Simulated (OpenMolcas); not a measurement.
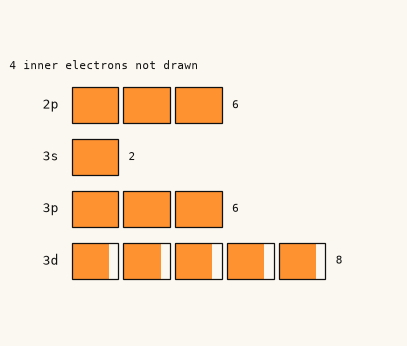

**Figure 1.** The outer shells of the leading configuration of the lowest level: a box for each of the 2l + 1 orbitals, shaded by the share of the shell that is filled, with the electron count at the right.

## Multiconfigurational calculation, with input and output: Ni²⁺ complex

Ni²⁺ with 6 ligands (O; octahedron, 2.07 Å), neutralised by 6 outer point charges of +1.7 e, whose field is part of the energies. Computed at this level: state-averaged CASSCF, active space 8 electrons in the shell 3d, basis ANO-RCC-VDZP on the metal and ANO-RCC-VDZP on the ligands, DKH2 scalar Hamiltonian, spin-orbit coupling by RASSI with atomic mean-field integrals (OpenMolcas).

### Results in brief

| quantity | value |
| --- | --- |
| outcome | converged |
| energy of the lowest spin-free term | −1971.07161 hartree |
| energy of the lowest spin-orbit level | −1971.07248 hartree |
| largest spread among components of a term | 0.0 cm⁻¹ |
| hardware | 1 thread of Arm Neoverse V1, 24 GiB of memory available, shared host |
| wall time | 14 s |
| peak memory | 0.18 GiB |

### Remarks

Without dynamic correlation the splittings between terms come out too large, often by 20 to 50 %. Caveats: bare point charges leave oxide and sulfide ligands too diffuse, field too small; distances are set from ionic radii, not optimised.

### Input file
```
&GATEWAY
Coord
7

Ni 0.0 0.0 0.0
O 2.070000 0.000000 0.000000
O 0.000000 2.070000 0.000000
O -2.070000 0.000000 0.000000
O 0.000000 -2.070000 0.000000
O 0.000000 0.000000 2.070000
O 0.000000 0.000000 -2.070000
Basis=Ni.ANO-RCC-VDZP,O.ANO-RCC-VDZP
Group=XYZ
NoMove
AngMom=0.0 0.0 0.0
AMFI
RICD
XField
3 Angstrom 0
5.270000 0.000000 0.000000 1.666667
0.000000 5.270000 0.000000 1.666667
0.000000 0.000000 5.270000 1.666667
&SEWARD
&RASSCF
FileOrb=start.orb
Symmetry=1
Spin=3
nActEl=8 0 0
Inactive=18 21
Ras2=5 0
CIRoot=10 10 1
SDav=10
CIMx=300
Iter=150 100
PrWF=0.3
OrbListing=Nothing
MaxOrb=0
LevShft=1.0
>>> COPY $Project.JobIph JOB001
&RASSCF
FileOrb=start.orb
Symmetry=1
Spin=1
nActEl=8 0 0
Inactive=18 21
Ras2=5 0
CIRoot=15 15 1
SDav=15
CIMx=300
Iter=150 100
PrWF=0.3
OrbListing=Nothing
MaxOrb=0
LevShft=1.0
>>> COPY $Project.JobIph JOB002
&RASSI
NrOfJobIphs=2 10 15
1 2 3 4 5 6 7 8 9 10
1 2 3 4 5 6 7 8 9 10 11 12 13 14 15
IphNames
JOB001
JOB002
EJob
SpinOrbit
DIPRint=1.0
SOCoupling=1000.0
Subsets=2
Property=9
'ANGMOM' 1 'ANGMOM' 2 'ANGMOM' 3 'MLTPL  1' 1 'MLTPL  1' 2 'MLTPL  1' 3
'AMFI' 1 'AMFI' 2 'AMFI' 3
SOProperty=3
'ANGMOM' 1 'ANGMOM' 2 'ANGMOM' 3
```

The file start.orb holds starting orbitals from an earlier step. A driver script formed the levels outside the program, from RASSI's spin-orbit matrix and the active-space energies, averaged over the components of each term or state.

Run as:
```bash
OMP_NUM_THREADS=1 MOLCAS_MEM=2457 MOLCAS_PROJECT=a pymolcas a.inp > a.log  # once for each step of the input, in one work folder
```

### Log (extracts)
```
--- SEWARD ---
Basis set label: NI.ANO-RCC...5S4P2D1F.

      Electronic valence basis set:
      ------------------
      Associated Effective Charge  28.000000 au
      Associated Actual Charge     28.000000 au
      Nuclear Model: Point charge

      Shell  nPrim  nBasis  Cartesian Spherical Contaminant
         s      21       5        X
         p      15       4        X
         d      10       2                 X
         f       6       1                 X
                  Relativistic Douglas-Kroll-Hess integrals:
                    - DKH order of Hamiltonian: 2
                    - DKH order of Properties : 0
                  Atomic mean-field integrals
--- RASSCF ---
Wave function specifications:
      -----------------------------

      Number of closed shell electrons          78
      Number of electrons in active shells       8
      Max number of holes in RAS1 space          0
      Max nr of electrons in RAS3 space          0
      Number of inactive orbitals               39
      Number of active orbitals                  5
      Number of secondary orbitals              74
      Spin quantum number                      1.0
      State symmetry                             1
Orbital specifications:
      -----------------------

      Symmetry species                           1   2
                                                ag  au
      Frozen orbitals                            0   0
      Inactive orbitals                         18  21
      Active orbitals                            5   0
      RAS1 orbitals                              0   0
      RAS2 orbitals                              5   0
      RAS3 orbitals                              0   0
      Secondary orbitals                        34  40
      Deleted orbitals                           0   0
      Number of basis functions                 57  61
      Number of CSFs                            10
      Number of root(s) required                10
      Iter CI   SX   CI       RASSCF       Energy    max ROT     max BLB   max BLB  Level Ln srch  Step   QN
          iter iter root      energy       change     param      element    value   shift minimum  type update
 Nr of preliminary CI iterations:   1
      Total energies have been shifted. Add                -1000.00 au
        1   1   11    0  -967.49072700    0.00E+00   9.12E-02   16  50 1 -7.01E-01*  1.33   0.00    SX    NO
        2   1   12    0  -969.92882921   -2.44E+00*  8.11E-02    9  36 2 -3.83E-01*  1.01   0.00    SX    NO
        3   1   12    0  -970.74226212   -8.13E-01* -4.31E-02    9  36 2 -1.51E-01*  0.91   0.00    SX    NO
        4   1   12    0  -970.88428505   -1.42E-01* -3.11E-02    6  30 1 -7.49E-02*  0.90   0.00    SX    NO
        5   1   11    0  -970.93384683   -4.96E-02* -3.64E-02    6  30 1 -6.88E-02*  0.90   2.50    LS   YES
        6   1   11    0  -970.96984421   -3.60E-02* -2.85E-02    6  30 1 -5.95E-02*  0.91   1.94    LS   YES
        7   1   11    0  -970.98082330   -1.10E-02*  3.01E-02    6  30 1 -5.07E-02*  0.92   1.21    QN   YES
        8   1   11    0  -970.99596321   -1.51E-02*  3.75E-02    6  30 1 -4.04E-02*  0.92   2.50    LS   YES
        9   1   11    0  -971.00771523   -1.18E-02*  3.64E-02    6  30 1 -2.66E-02*  0.92   1.94    QN   YES
       10   1   10    0  -971.01590268   -8.19E-03* -1.81E-02    6  30 1 -1.30E-02*  0.93   1.43    QN   YES
       11   1   10    0  -971.01805341   -2.15E-03*  9.29E-03   18  56 2 -7.61E-03*  0.92   1.50    QN   YES
       12   1   10    0  -971.01883979   -7.86E-04*  2.80E-03   13  46 2 -4.67E-03*  0.92   1.41    QN   YES
       13   1    9    0  -971.01905854   -2.19E-04* -1.16E-03   21  56 2  2.13E-03*  0.92   1.28    QN   YES
       14   1    8    0  -971.01910329   -4.48E-05* -5.82E-04    9  36 2  1.12E-03*  0.92   1.29    QN   YES
       15   1    8    0  -971.01911431   -1.10E-05*  2.33E-04   18  56 2  5.71E-04*  0.92   1.33    QN   YES
       16   1    8    0  -971.01911707   -2.76E-06* -1.45E-04   21  53 2  2.17E-04*  0.92   1.33    QN   YES
       17   1    7    0  -971.01911770   -6.29E-07*  5.04E-05    6  31 1  1.03E-04*  0.92   1.29    QN   YES
       18   1    7    0  -971.01911786   -1.61E-07* -1.76E-05   15  49 1  4.79E-05   0.92   1.17    QN   YES
       19   1    6    0  -971.01911790   -3.11E-08*  8.02E-06    8  36 2 -2.07E-05   0.92   1.11    QN   YES
       20   1    5    0  -971.01911790   -3.05E-09  -2.14E-06   21  53 2 -6.88E-06   0.92   1.19    QN   YES
      Convergence after 20 iterations
       21   1    5    0  -971.01911790   -5.67E-10  -2.14E-06    8  35 2 -2.43E-06   0.92   1.19    QN   YES
      Natural orbitals and occupation numbers for root  1
      sym 1:   2.000000   2.000000   1.000000   2.000000   1.000000
      Natural orbitals and occupation numbers for root  2
      sym 1:   1.000013   2.000000   1.000013   1.999987   1.999987
      Natural orbitals and occupation numbers for root  3
      sym 1:   2.000000   1.000122   1.999878   1.999878   1.000122
::    RASSCF root number  1 Total energy:  -1971.07161038
::    RASSCF root number  2 Total energy:  -1971.04963471
::    RASSCF root number  3 Total energy:  -1971.04963471
::    RASSCF root number  4 Total energy:  -1971.04963471
::    RASSCF root number  5 Total energy:  -1971.03302232
::    RASSCF root number  6 Total energy:  -1971.03302232
::    RASSCF root number  7 Total energy:  -1971.03302232
::    RASSCF root number  8 Total energy:  -1970.95719917
::    RASSCF root number  9 Total energy:  -1970.95719917
::    RASSCF root number 10 Total energy:  -1970.95719917
--- RASSCF ---
Wave function specifications:
      -----------------------------

      Number of closed shell electrons          78
      Number of electrons in active shells       8
      Max number of holes in RAS1 space          0
      Max nr of electrons in RAS3 space          0
      Number of inactive orbitals               39
      Number of active orbitals                  5
      Number of secondary orbitals              74
      Spin quantum number                      0.0
      State symmetry                             1
Orbital specifications:
      -----------------------

      Symmetry species                           1   2
                                                ag  au
      Frozen orbitals                            0   0
      Inactive orbitals                         18  21
      Active orbitals                            5   0
      RAS1 orbitals                              0   0
      RAS2 orbitals                              5   0
      RAS3 orbitals                              0   0
      Secondary orbitals                        34  40
      Deleted orbitals                           0   0
      Number of basis functions                 57  61
      Number of CSFs                            15
      Number of root(s) required                15
      Iter CI   SX   CI       RASSCF       Energy    max ROT     max BLB   max BLB  Level Ln srch  Step   QN
          iter iter root      energy       change     param      element    value   shift minimum  type update
 Nr of preliminary CI iterations:   1
      Total energies have been shifted. Add                -1000.00 au
        1   1    9    0  -970.93541937    0.00E+00  -8.10E-03   21  27 1 -1.09E-02*  0.96   0.00    SX    NO
        2   1    9    0  -970.93573058   -3.11E-04* -4.80E-03    8  34 2 -6.29E-03*  0.96   0.00    SX    NO
        3   1    8    0  -970.93580380   -7.32E-05*  2.11E-03   21  27 1 -2.15E-03*  0.96   0.00    SX    NO
        4   1    8    0  -970.93582238   -1.86E-05* -1.26E-03    8  34 2 -1.25E-03*  0.96   0.00    SX    NO
        5   1    8    0  -970.93582725   -4.87E-06*  1.25E-03   19  25 1 -4.80E-04*  0.96   1.42    QN   YES
        6   1    7    0  -970.93582906   -1.81E-06*  4.41E-05   10  24 1 -1.15E-04*  0.96   1.00    QN   YES
        7   1    7    0  -970.93582914   -7.94E-08* -1.52E-04   10  24 1 -9.42E-05   0.96   1.11    QN   YES
        8   1    5    0  -970.93582920   -6.00E-08*  4.04E-05   10  30 1 -5.21E-05   0.96   1.10    QN   YES
        9   1    5    0  -970.93582921   -6.80E-09   4.84E-05   10  30 1 -3.41E-05   0.96   1.80    QN   YES
      Convergence after  9 iterations
       10   1    5    0  -970.93582921   -4.00E-09   4.84E-05   10  30 1 -7.05E-06   0.96   1.80    QN   YES
      Natural orbitals and occupation numbers for root  1
      sym 1:   1.868149   1.914834   1.111049   1.111049   1.994919
      Natural orbitals and occupation numbers for root  2
      sym 1:   1.937101   1.983786   1.111049   1.111049   1.857016
      Natural orbitals and occupation numbers for root  3
      sym 1:   1.785159   1.214846   2.000000   1.785135   1.214860
::    RASSCF root number  1 Total energy:  -1970.98945719
::    RASSCF root number  2 Total energy:  -1970.98945719
::    RASSCF root number  3 Total energy:  -1970.97103949
::    RASSCF root number  4 Total energy:  -1970.97103949
::    RASSCF root number  5 Total energy:  -1970.97103949
::    RASSCF root number  6 Total energy:  -1970.94465319
::    RASSCF root number  7 Total energy:  -1970.93784516
::    RASSCF root number  8 Total energy:  -1970.93784516
::    RASSCF root number  9 Total energy:  -1970.93784516
::    RASSCF root number 10 Total energy:  -1970.92603824
::    RASSCF root number 11 Total energy:  -1970.92603824
::    RASSCF root number 12 Total energy:  -1970.92255415
::    RASSCF root number 13 Total energy:  -1970.92255415
::    RASSCF root number 14 Total energy:  -1970.92255415
::    RASSCF root number 15 Total energy:  -1970.76747770
--- RASSI ---
SPIN-FREE ENERGIES:
  (Shifted by EMIN (a.u.) =      -1971.0716103778)

 SF State       Relative EMIN(au)   Rel lowest level(eV)    D:o, cm**(-1)

     1             0.0000000000        0.0000000000              0.0000
     2             0.0219756650        0.5979883076           4823.1010
     3             0.0219756650        0.5979883076           4823.1010
     4             0.0219756650        0.5979883076           4823.1010
     5             0.0385880565        1.0500345094           8469.0995
     6             0.0385880565        1.0500345094           8469.0995
     7             0.0385880565        1.0500345094           8469.0995
    11             0.0821531868        2.2355020985          18030.5404
    12             0.0821531868        2.2355020985          18030.5404
    13             0.1005708845        2.7366731831          22072.7578
    14             0.1005708845        2.7366731831          22072.7578
    15             0.1005708845        2.7366731831          22072.7578
    10             0.1144112075        3.1132875584          25110.3576
     8             0.1144112075        3.1132875584          25110.3576
     9             0.1144112075        3.1132875584          25110.3576
    16             0.1269571864        3.4546810350          27863.8817
    17             0.1337652159        3.6399369564          29358.0715
    18             0.1337652165        3.6399369731          29358.0716
    19             0.1337652177        3.6399370049          29358.0718
    20             0.1455721320        3.9612195112          31949.3900
    21             0.1455721329        3.9612195357          31949.3902
    22             0.1490562231        4.0560264601          32714.0596
    23             0.1490562236        4.0560264732          32714.0597
    24             0.1490562236        4.0560264732          32714.0597
    25             0.3041326792        8.2758718050          66749.4077
     Dipole printing threshold changed to   1.00000000E+00
Eigenvalues of complex Hamiltonian:
   -----------------------------------
  (Shifted by EMIN (a.u.) =      -1971.0716103778)

 SO State       Relative EMIN(au)   Rel lowest level(eV)    D:o, cm**(-1)

     1            -0.0008734433        0.0000000000              0.0000
     2            -0.0008734433        0.0000000000              0.0000
     3            -0.0008734433        0.0000000000              0.0000
     4             0.0198305378        0.5633840282           4543.9986
     5             0.0198305379        0.5633840286           4543.9986
     6             0.0206203537        0.5848760132           4717.3432
     7             0.0206203537        0.5848760137           4717.3432
     8             0.0206203537        0.5848760135           4717.3432
     9             0.0229116354        0.6472249652           5220.2214
    10             0.0229116354        0.6472249648           5220.2214
    11             0.0229116354        0.6472249649           5220.2214
    12             0.0234936508        0.6630624092           5347.9590
    13             0.0340067339        0.9491379745           7655.3140
    14             0.0368596770        1.0267705114           8281.4627
    15             0.0368596770        1.0267705113           8281.4627
    16             0.0368596770        1.0267705117           8281.4627
    17             0.0411857199        1.1444881360           9230.9193
    18             0.0411857199        1.1444881361           9230.9193
    19             0.0411857199        1.1444881358           9230.9193
    20             0.0415685607        1.1549057637           9314.9432
    21             0.0415685607        1.1549057634           9314.9432
    22             0.0822350253        2.2614966396          18240.2005
    23             0.0822350253        2.2614966397          18240.2005
    24             0.0992859108        2.7254748698          21982.4373
    25             0.0992859108        2.7254748701          21982.4373
    26             0.0992859108        2.7254748698          21982.4373
    27             0.1133367380        3.1078173573          25066.2374
    28             0.1133367380        3.1078173572          25066.2374
    29             0.1144515857        3.1381539084          25310.9182
    30             0.1144515857        3.1381539082          25310.9182
    31             0.1144515857        3.1381539081          25310.9182
    32             0.1158863761        3.1771965430          25625.8183
    33             0.1158863761        3.1771965430          25625.8183
    34             0.1158863761        3.1771965429          25625.8183
    35             0.1170456269        3.2087413656          25880.2445
    36             0.1270937021        3.4821634200          28085.5421
    37             0.1338557523        3.6661681802          29569.6405
    38             0.1338557529        3.6661681969          29569.6407
    39             0.1338557541        3.6661682286          29569.6409
    40             0.1457293860        3.9892662141          32175.6019
    41             0.1457293869        3.9892662386          32175.6021
Weights of the five most important spin-orbit-free states for each spin-orbit state.

 SO State  Total energy (au)           Spin-free states, spin, and weights
 -------------------------------------------------------------------------------------------------------
    1        -0.000873       1 1.0  0.9665    3 1.0  0.0155    2 1.0  0.0091    4 1.0  0.0080   13 0.0  0.0002
    2        -0.000873       1 1.0  0.9665    3 1.0  0.0160    4 1.0  0.0086    2 1.0  0.0081   15 0.0  0.0002
    3        -0.000873       1 1.0  0.9665    4 1.0  0.0161    2 1.0  0.0154    3 1.0  0.0012   14 0.0  0.0004
    4         0.019831       3 1.0  0.5434    4 1.0  0.3882    7 1.0  0.0348    5 1.0  0.0136    2 1.0  0.0130
    5         0.019831       2 1.0  0.6167    4 1.0  0.2415    3 1.0  0.0864    6 1.0  0.0306    5 1.0  0.0219
    6         0.020620       3 1.0  0.4824    4 1.0  0.4824    5 1.0  0.0174    6 1.0  0.0174   17 0.0  0.0004
    7         0.020620       2 1.0  0.4824    4 1.0  0.4819    7 1.0  0.0174    5 1.0  0.0173    3 1.0  0.0005
    8         0.020620       2 1.0  0.4824    3 1.0  0.4819    7 1.0  0.0174    6 1.0  0.0173    4 1.0  0.0005
    9         0.022912       3 1.0  0.4709    4 1.0  0.4709    1 1.0  0.0325    5 1.0  0.0121    6 1.0  0.0120
   10         0.022912       2 1.0  0.4709    4 1.0  0.4705    1 1.0  0.0325    7 1.0  0.0120    5 1.0  0.0120
   11         0.022912       2 1.0  0.4709    3 1.0  0.4705    1 1.0  0.0325    7 1.0  0.0121    6 1.0  0.0120
   12         0.023494       3 1.0  0.3333    4 1.0  0.3333    2 1.0  0.3333    5 1.0  0.0000    6 1.0  0.0000
```

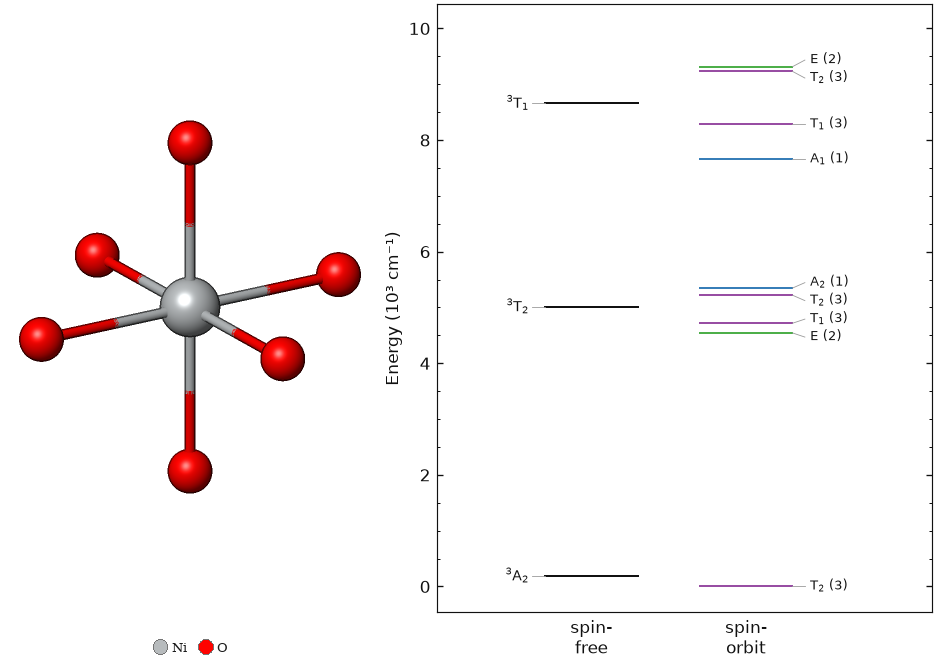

**Figure 2.** Ni²⁺ (3d⁸) with 6 ligands, O²⁻, at 2.07 Å (arrangement: octahedron, Oh), neutralised by outer point charges of +1.7 e, and its levels. Labels give the representation in O, Td, D4 or D3 as the site allows (double group for half-integer spin) where it could be assigned and, in brackets, the degeneracy; spin-free states, where drawn, share the zero of the spin-orbit levels. The ground level is T₂, 3-fold degenerate, 100 % from states of spin multiplicity 3. The next level lies at 4,540 cm⁻¹ (E). The lowest spin-free state is ³A₂, from the free-ion F term; of the same spin there follow at 4,820 cm⁻¹ (³T₂) and 8,470 cm⁻¹ (³T₁) above it. A ligand-field fit to the spin-free states gives |10Dq| = 4,800 cm⁻¹, B = 1,270 and C = 4,670 cm⁻¹ (rms misfit 30 cm⁻¹). The active orbitals hold 95 to 99 % metal character (Löwdin), and the Mulliken charge of the metal is +1.39.
